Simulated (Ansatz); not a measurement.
Input

```
crystal:
  periodic: [false, false, false]
  atoms:
    - { symbol: Al, position_ang: [0.141716, 0.314942, -0.113225] }
    - { symbol: H, position_ang: [-0.355676, 0.14216, 1.374897] }
    - { symbol: H, position_ang: [1.591644, 0.927102, -0.427623] }
    - { symbol: H, position_ang: [-0.888311, -0.064637, -1.293598] }
    - { symbol: O, position_ang: [0.254028, -2.433045, 0.986346] }
    - { symbol: Al, position_ang: [-0.840559, -3.485207, 0.127805] }
    - { symbol: H, position_ang: [-0.107468, -4.584423, -0.777535] }
    - { symbol: H, position_ang: [-2.430495, -3.321197, 0.3213] }
    - { symbol: H, position_ang: [-0.135878, -1.705495, 1.542333] }
basis:
  gaussian: { orbitals: "6-31G*" }
hamiltonian:
  xc: pbe
  dispersion: d4
relax:
  f_tol: 0.03
  max_steps: 50
output:
  orbitals: {}
```

Launched as:

```sh
ansatz run input.yaml --threads 1 --pin off --max-ram 2048MiB --backend cpu --events-out ev --progress --plain --runs-dir out
```

The fields are those of the run's last geometry, not of the input's.

Method: RKS PBE-D4/6-31G* (Ansatz 0.2.0).

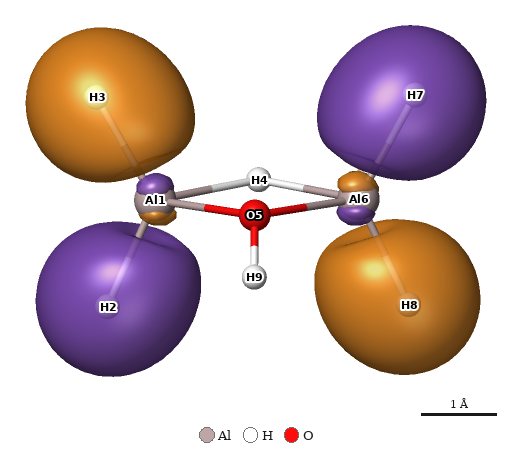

Al₂H₆O. The HOMO−1 at ±0.1 Å⁻³ᐟ² (orange and purple are the two phases), seen at a tilt.

What is the character of this orbital?

Its weight (Hirshfeld) is mainly on Al1 (about 20 %), Al6 (about 20 %), H2 (about 15 %), H8 (about 15 %), H3 (about 15 %) and H7 (about 15 %). Its energy is −7.12 eV.
